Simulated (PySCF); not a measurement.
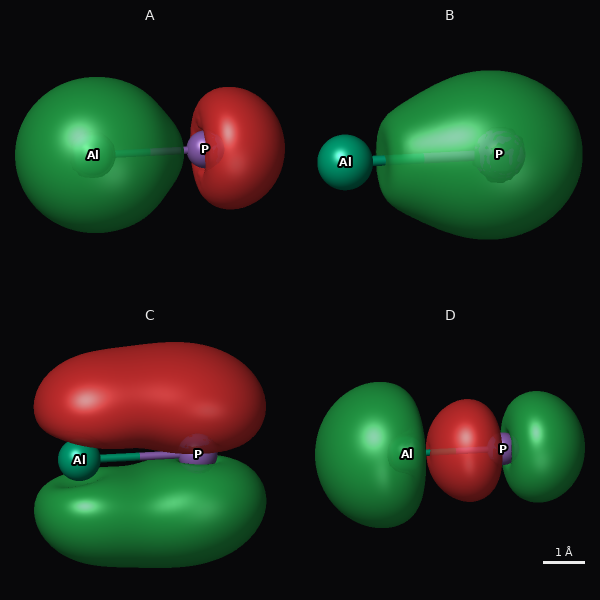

The picture shows: AlP (triplet). Four frontier β-spin orbitals, each drawn at the value that holds 80 % of its norm (green and red are the two phases), in no order; of a degenerate pair one member is drawn.

Level of theory: PBE0/def2-SVPD, non-relativistic Hamiltonian with scalar-relativistic core potentials where named, at a bond length of 2.438 Å in PySCF.

Q: Label each orbital by symmetry, say whether it is occupied, and order them by energy.

A: Orbital B: σ, occupied in this spin, −14.22 eV; mainly on P (85 %).
Orbital A: σ, occupied in this spin, −8.82 eV; shared between the atoms (Al 60 %, P 40 %).
Orbital D: σ, occupied in this spin, −5.55 eV; shared between the atoms (Al 55 %, P 45 %).
Orbital C: π, empty in this spin, −3.40 eV; bonding, with no node between the atoms.
